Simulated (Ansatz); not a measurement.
# Nb wire along [100], 12 atoms a period: bands along the axis, part 2 of 2

What gap, if any, does the Nb wire along [100], 12 atoms a period have, and how many channels would it open?

Ansatz 0.2.0; DFT PBE, plane waves, PAW; relaxation of a wire's period; PAW set soft_1 (the session's first sound run).

So far: The starting structure; The relaxed wire.

### 2. The relaxed wire (continued)

The steps of the relaxation:

| step | energy less that of the first step (eV) | largest force component (eV/Å) | pressure (GPa) | volume (Å³) |
| --- | --- | --- | --- | --- |
| 1 | 0.0000 | 1.8824 | -5.82 | 596.12 |
| 2 | -1.8636 | 0.8654 | 1.81 | 571.97 |
| 3 | -2.1034 | 0.2916 | 0.56 | 587.59 |
| 4 | -2.1562 | 0.1044 | -0.11 | 585.52 |
| 5 | -2.1581 | 0.0234 | 0.05 | 585.33 |
| 6* | -2.1576 | 0.0235 | 0.05 | 585.33 |

Relaxation steps marked * repeat the geometry before them on a plane-wave basis chosen anew for their cell, so energy and pressure can jump there.

Forces are held to the 16 operations that the run works with; a distortion that breaks them can't arise in this run.

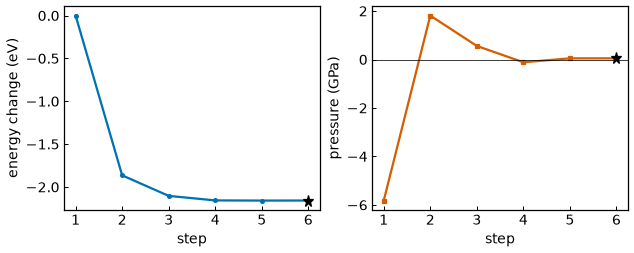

Energy and pressure along the relaxation. Stars mark steps on a basis chosen anew.

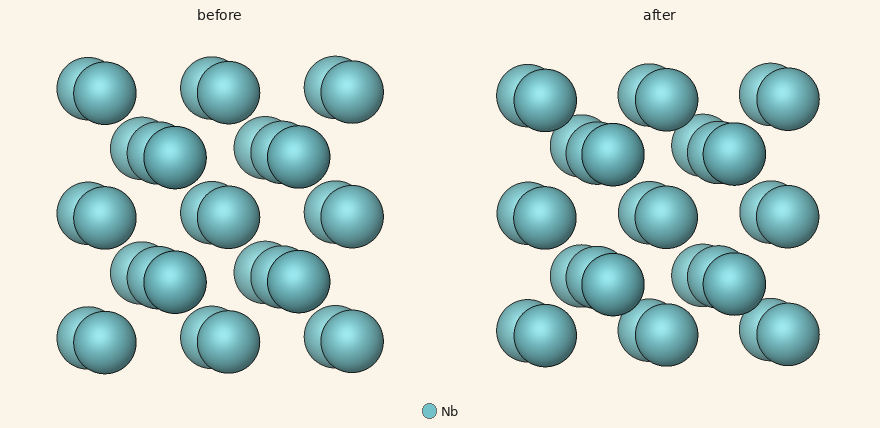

The structure before and after the relaxation, drawn at the same scale.

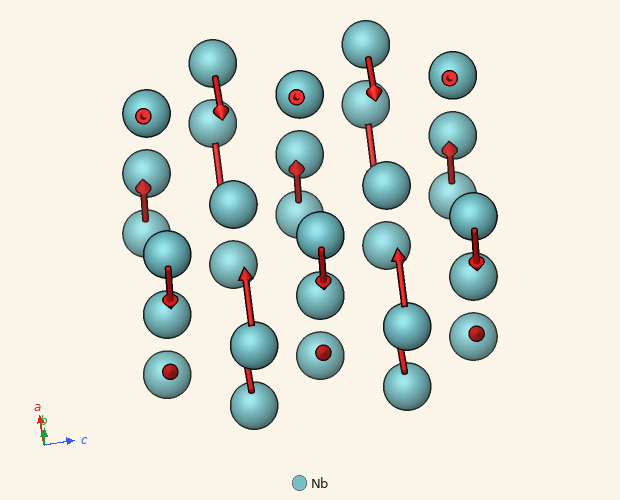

Displacements in the relaxation, exaggerated, measured against the changing cell; the longest in the cell stands for 0.20 Å. 1×1×2 cells are drawn. Some periodic images of atoms are drawn too.

| cell as run | before | after | change |
| --- | --- | --- | --- |
| c (Å) | 3.310 | 3.250 | -1.8 % |

The atoms that moved most (Å, along periodic axes as changes of fractional coordinates times the final cell, across vacuum about the mean position):

| atom | dx | dy | dz | length |
| --- | --- | --- | --- | --- |
| Nb12 | -0.188 | 0.071 | 0.000 | 0.201 |
| Nb6 | 0.071 | -0.188 | 0.000 | 0.201 |
| Nb11 | -0.188 | -0.071 | 0.000 | 0.201 |
| Nb3 | -0.071 | -0.188 | 0.000 | 0.201 |
| Nb4 | 0.071 | 0.188 | 0.000 | 0.201 |
| Nb8 | 0.188 | 0.071 | 0.000 | 0.201 |
| Nb1 | -0.071 | 0.188 | 0.000 | 0.201 |
| Nb7 | 0.188 | -0.071 | 0.000 | 0.201 |

Final coordinates:

```cif
data_structure
_symmetry_space_group_name_H-M 'P 1'
_symmetry_Int_Tables_number 1
_cell_length_a 13.4200
_cell_length_b 13.4200
_cell_length_c 3.2501
_cell_angle_alpha 90.000
_cell_angle_beta 90.000
_cell_angle_gamma 90.000
_cell_volume 585.33
loop_
_atom_site_label
_atom_site_type_symbol
_atom_site_fract_x
_atom_site_fract_y
_atom_site_fract_z
_atom_site_occupancy
Nb1 Nb 0.37142 0.26734 0.00000 1
Nb2 Nb 0.37688 0.50000 0.00000 1
Nb3 Nb 0.37142 0.73266 0.00000 1
Nb4 Nb 0.62858 0.26734 0.00000 1
Nb5 Nb 0.62312 0.50000 0.00000 1
Nb6 Nb 0.62858 0.73266 0.00000 1
Nb7 Nb 0.26734 0.37142 0.50000 1
Nb8 Nb 0.26734 0.62858 0.50000 1
Nb9 Nb 0.50000 0.37688 0.50000 1
Nb10 Nb 0.50000 0.62312 0.50000 1
Nb11 Nb 0.73266 0.37142 0.50000 1
Nb12 Nb 0.73266 0.62858 0.50000 1
```

Numbers from this step:

```yaml
energy_at_zero_smearing: -54614.2518 eV
cell_length_along_the_wire: 3.250 Å
```

The cell's length comes to 3.250 Å with spin left out.

### 3. The wire at its relaxed period

This step: DFT PBE, plane waves, PAW; bands of a perfect wire; PAW set soft_1 (Ansatz 0.2.0).

At the relaxed period the bands are computed along the axis; those that cross an energy going forward count the channels that a perfect wire would open there.

File input.yaml:

```yaml
crystal:
  lattice:
    - [13.42, 0.0, 0.0]
    - [0.0, 13.42, 0.0]
    - [0.0, 0.0, 3.2500666475]
  atoms:
    - { symbol: Nb, position: [0.371417575, 0.267341649, 0.0] }
    - { symbol: Nb, position: [0.376880131, 0.5, 0.0] }
    - { symbol: Nb, position: [0.371417575, 0.732658351, 0.0] }
    - { symbol: Nb, position: [0.628582425, 0.267341649, 0.0] }
    - { symbol: Nb, position: [0.623119869, 0.5, 0.0] }
    - { symbol: Nb, position: [0.628582425, 0.732658351, 0.0] }
    - { symbol: Nb, position: [0.267341649, 0.371417575, 0.5] }
    - { symbol: Nb, position: [0.267341649, 0.628582425, 0.5] }
    - { symbol: Nb, position: [0.5, 0.376880131, 0.5] }
    - { symbol: Nb, position: [0.5, 0.623119869, 0.5] }
    - { symbol: Nb, position: [0.732658351, 0.371417575, 0.5] }
    - { symbol: Nb, position: [0.732658351, 0.628582425, 0.5] }
kpoints:
  mp_grid: { grid: [1, 1, 25] }
  band_path: { path: ["Γ", Z], npoints: 90 }
scf:
  occupations: { method: fermi_dirac, width: 0.05 }
hamiltonian:
  xc: pbe
  pseudopotentials: { kind: paw, azcp: { folder: soft_1 } }
output:
  dos: { e_range: [-5, 4] }
  write_potential: true
  write_density: true
  volumetric_format: npy
```

Run with:

```
ansatz run input.yaml --threads 4 --pin off --max-ram 16384MiB --backend cpu --events-out ev --progress --plain --runs-dir out
```

Numbers of over 12 decimals in the logs are rounded to 6 here.

The log of the run:

```text
[...]
Crystal: 12 atoms, lattice volume = 585.325 Å³
Basis set: ecut = 420 eV, 11503 PW (Γ)
Bands: 94, of which v1, the nominal top of the filled ones, is band 78 counted from 1 (77 counted from 0)
Symmetry: 16 space group operations
[...]
k-points: 13 of 25
[...]
SCF iter   1: F=—  HF=-54629.750946 eV  |F-HF|=—  |Δ(HF+E_count)|=         —  Δρ=5.41e-2  dr2=1.04e2  ethr=3.10e-3  ⟨swp⟩=10.8  Hψ=5977  notcnv=0  defer=3
[...]
SCF iter  11: F=-54614.289361 eV  HF=-54614.289361 eV  |F-HF|=4.83e-9  |Δ(HF+E_count)|=   5.28e-9  Δρ=1.36e-6  dr2=2.08e-8  ethr=6.41e-11  ⟨swp⟩=12.8  Hψ=4171  notcnv=0
SCF 1 converged in 11 iterations: F = -54614.289361 eV  dr2 = 2.08e-8
[...]
NSCF: frozen V_eff on 91 k-points
WARN: The output density's exchange-correlation potential varies sharply where the density is thin. Do not read a vacuum level from v_tot or v_xc, or from such a field of the output density. On a cell that repeats whose density bears no net charge and no dipole along the vacuum's axis use v_es (v_loc + v_h of the components); under efield.dipole_correction with no amplitude use v_es + v_field, which holds any externa [...]
SCF converged after 11 iterations
Free energy (F): -54614.289361 eV
[...]
Internal energy: -54614.214423 eV  (E = F + TS)
E sigma→0 (E₀):  -54614.251892 eV
Entropy (-TS):   -0.074938 eV (-6.245 meV/atom)
Fermi energy:    4.776975 eV
[...]
--- Band table (eV; the first three rows and the last of 13) ---
  k-point 0: bands = [... 74 lower, 4.5656, 4.6097, 4.6097, 4.8754, 4.9404, 4.9404, 5.1399, 5.1559, ... 12 higher]
  k-point 1: bands = [... 74 lower, 4.4929, 4.4929, 4.5388, 4.8602, 4.9492, 4.9492, 5.0938, 5.1937, ... 12 higher]
  k-point 2: bands = [... 74 lower, 4.4098, 4.4098, 4.4650, 4.8769, 4.9349, 4.9349, 5.0030, 5.2374, ... 12 higher]
  k-point 12: bands = [... 74 lower, 4.2710, 4.2710, 5.0773, 5.1215, 5.1215, 5.1797, 5.6361, 5.6397, ... 12 higher]
```

The job ended after 58 s (4 threads of Arm Neoverse V2, shared host; peak memory 2.8 GiB).

This step gave:

| Quantity | Value |
| --- | --- |
| energy at zero smearing | -54614.2519 eV |
| band gap | 0 eV |

Electronic bands along the path, in eV, zero at the Fermi level:

| point | band 74 | band 75 | band 76 | band 77 | band 78 | band 79 | band 80 | band 81 |
| --- | --- | --- | --- | --- | --- | --- | --- | --- |
| Γ | -0.40 | -0.21 | -0.17 | -0.17 | 0.10 | 0.16 | 0.16 | 0.36 |
| Z | -0.76 | -0.49 | -0.49 | 0.36 | 0.36 | 0.37 | 0.37 | 0.90 |

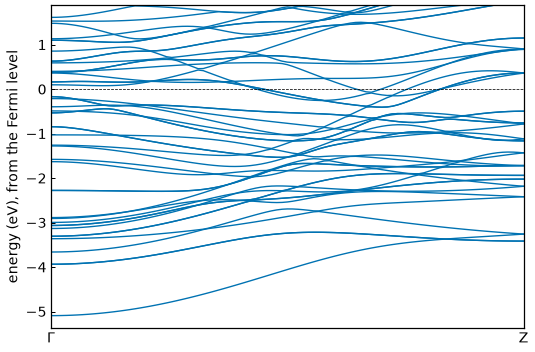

Electronic bands along the path.

Between Γ and Z the bands cross the Fermi level 9 times, so a perfect wire would conduct at least 9 G₀, with spin left out.

### 4. Results

```yaml
cell_length_pbe: 3.250 Å
ballistic_conductance_by_band_crossings_a_lower_bound_pbe: 9 G₀
```

**Reading.** Under PBE the cell's length is 3.25 Å, and the bands cross the Fermi level 9 times between Γ and Z, which gives a perfect wire at least 9 G₀ (opposite crossings within one step of the path cancel in such a count). No spin was allowed, though thin wires with open d shells can turn magnetic.

[Logs are printed without paths, hosts, clocks, repeated set-up lines and the standing remarks that a program may print on its own settings, such as how far it seeks lower states.]

[Hosts, paths, dates, database ids (printed as entryN), source tags and the programs' standing remarks are cut or masked in the printed files.]
